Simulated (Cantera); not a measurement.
Feed: 1 mol SiH₂Cl₂, 0.01 mol C₂H₄, a varied amount of H₂, held at 1575 °C and 100000 Pa.

These are equilibrium values from Cantera (NASA tables, ideal gas, pure condensed phases), not measurements of a reactor. Candidate condensed phases: C, C₆H₆, C₇H₈, C₈H₁₈, Si, SiC; 109 gas species. Mutual solubility and eutectic melting of coexisting phases are not modelled. The tables' values for SiCl₃, SiCl are old estimates; treat these amounts as uncertain. Gases not in the tables: Si₂H₆ and higher silanes. Kinetics and transport are ignored.

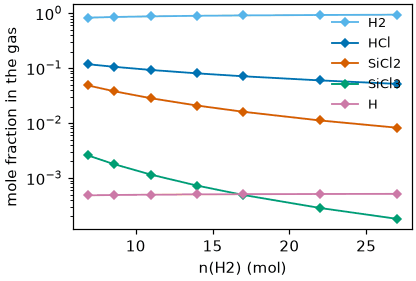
Equilibrium gas composition (values under 1e-9 drawn at 1e-9)

**Question.** Read off the mole fractions at 11 mol H₂.

**Answer.** H₂ about 0.88, HCl about 0.093, SiCl₂ about 0.028, SiCl₃ about 0.0011, H about 0.00050.
